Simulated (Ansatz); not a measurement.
Consider CH7AlFNOSi (SMILES [NH2][AlH][SiH](O)CF).

```yaml
atoms:
  - { symbol: N, position_ang: [-0.7797, -1.9721, 2.0021] }
  - { symbol: Al, position_ang: [0.0747, -0.4473, 1.7152] }
  - { symbol: Si, position_ang: [0.8157, 0.1403, -0.5845] }
  - { symbol: O, position_ang: [0.2515, -0.9138, -1.7475] }
  - { symbol: C, position_ang: [0.1875, 1.9094, -0.9371] }
  - { symbol: F, position_ang: [-1.1072, 2.0267, -0.4608] }
  - { symbol: H, position_ang: [-1.1349, -2.2654, 2.8931] }
  - { symbol: H, position_ang: [-0.9751, -2.6780, 1.3182] }
  - { symbol: H, position_ang: [0.3396, 0.4939, 2.9590] }
  - { symbol: H, position_ang: [2.2859, 0.1840, -0.7788] }
  - { symbol: H, position_ang: [-0.6507, -1.1889, -1.7236] }
  - { symbol: H, position_ang: [0.1763, 2.1462, -2.0024] }
  - { symbol: H, position_ang: [0.7997, 2.6605, -0.4327] }
```

Method: RHF/def2-SVP (Ansatz).

What will maps of the electron density and electron localisation function show?

Si–O (1.67 Å): ρ at the midpoint is about 1.1 e/Å³; the ELF peaks at about 0.90 between the atoms (a shared but strongly polarised pair).
Al–N (1.77 Å): ρ is about 0.83 e/Å³ halfway; the ELF peaks at about 0.95 in the valence shell of N, 0.7 Å from its nucleus, and is about 0.60 at the midpoint.
Al–Si (2.49 Å): ρ at the midpoint is about 0.55 e/Å³; the ELF peaks at about 1 between the atoms: a shared electron pair.

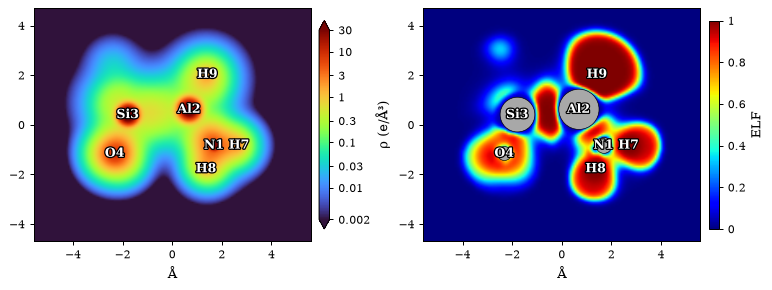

Computed electron density and electron localisation function on the plane of atoms N1, Al2 and H9, in this order. Grey discs cover the atomic cores in the ELF map. 
